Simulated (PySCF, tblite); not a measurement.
# C6H15OPSi: geometry, infrared bands and NMR shifts

Aim: predict the infrared bands and NMR shifts of C6H15OPSi (`COC1CCP([SiH3])CC1`).

Computed with tblite 0.8.0 and PySCF 2.14.0, with density-fitted response routines of our own, on a single molecule in the gas phase. Atoms count from 0, in the outputs and in this text.

## (1) The starting structure

24 atoms, charge 0, multiplicity 1; geometry from: force field or distance geometry start.

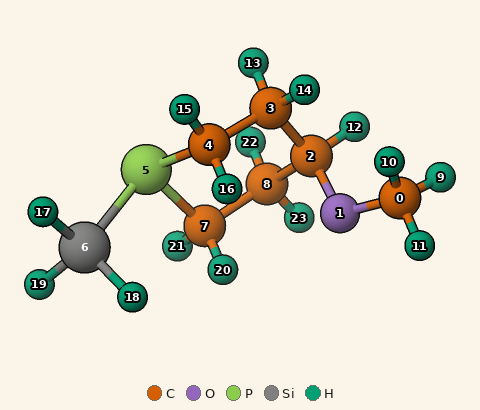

The starting geometry (carbon orange, oxygen purple, phosphorus green, silicon grey, hydrogen teal), atoms numbered; sticks join atoms by distance.

## (2) Geometry optimisation with GFN2-xTB

Job settings and geometry (Å):

```
{"job": {"kind": "relax", "xc": "GFN2-xTB", "basis": "xTB"}, "charge": 0, "multiplicity": 1}
C     -2.695500    -0.214900     1.238800
O     -1.505700     0.419600     0.807300
C     -1.350100     0.482100    -0.604900
C     -0.895500    -0.852800    -1.204100
C      0.469900    -1.310700    -0.659700
P      1.772500    -0.114200    -1.197000
Si     3.409900    -0.606100     0.217600
C      1.045600     1.377500    -0.376700
C     -0.366900     1.621900    -0.919600
H     -3.579400     0.308200     0.836100
H     -2.725400    -1.267000     0.947300
H     -2.753700    -0.161800     2.332600
H     -2.332300     0.757200    -1.039900
H     -0.868700    -0.788700    -2.293500
H     -1.626400    -1.632700    -0.949100
H      0.706900    -2.297200    -1.060700
H      0.428900    -1.403200     0.426800
H      3.959900    -1.944100    -0.136100
H      2.850900    -0.645000     1.600700
H      4.464400     0.435500     0.133300
H      0.996900     1.263900     0.712300
H      1.668200     2.246800    -0.590800
H     -0.334500     1.803000    -1.991900
H     -0.751700     2.542200    -0.462100
```

Command:

```console
$ OMP_NUM_THREADS=1 python probes_run.py task.json out
```

One launch serves the whole session: the jobs run in the order shown.

**Question.** This job is followed by: GFN2-xTB harmonic vibrations, gas phase; GIAO PBE0/pcSseg-1 NMR shielding, non-relativistic, gas phase. Predict these results of the whole session: strongest single infrared mode (GFN2-xTB); zero-point energy (GFN2-xTB); ¹³C shifts against TMS (PBE0/pcSseg-1, means over atoms taken as alike); ¹H shifts against TMS (PBE0/pcSseg-1, means over atoms taken as alike); ¹⁷O shifts against H2O (PBE0/pcSseg-1); ³¹P shifts against H3PO4 (PBE0/pcSseg-1); ²⁹Si shifts against TMS (PBE0/pcSseg-1).

**Answer**, as computed:

```
                                                               quantity                                         value
                              strongest single infrared mode (GFN2-xTB)                          753 cm⁻¹, 604 km/mol
                                           zero-point energy (GFN2-xTB)                                122.2 kcal/mol
¹³C shifts against TMS (PBE0/pcSseg-1, means over atoms taken as alike)                    78.8, 58.3, 33.3, 18.8 ppm
 ¹H shifts against TMS (PBE0/pcSseg-1, means over atoms taken as alike)  3.83, 3.54, 3.31, 2.39, 2.20, 1.42, 1.30 ppm
                                 ¹⁷O shifts against H2O (PBE0/pcSseg-1)                                      30.6 ppm
                               ³¹P shifts against H3PO4 (PBE0/pcSseg-1)                                    -143.1 ppm
                                ²⁹Si shifts against TMS (PBE0/pcSseg-1)                                     -74.7 ppm
```

What this shows: Relaxing lowered the energy by 0.084 eV in 52 steps; the close pair that moved most is Si6–H17, from 1.489 to 1.463 Å. All 66 modes are real, so the xTB geometry is a minimum. The strongest single mode, at 753 cm⁻¹, is spread over several atoms, H17, H19, H18 among them. Unscaled tight-binding wavenumbers are off by several per cent, some by more. Its intensities can rank the bands wrongly. C2 (sp3 CH bonded to O) lies farthest downfield among carbon, at 78.8 ppm; deshielded by the electronegative neighbour. At PBE0/pcSseg-1: The widest tensor belongs to Si6: span 106 ppm, with a paramagnetic part of -456 ppm.
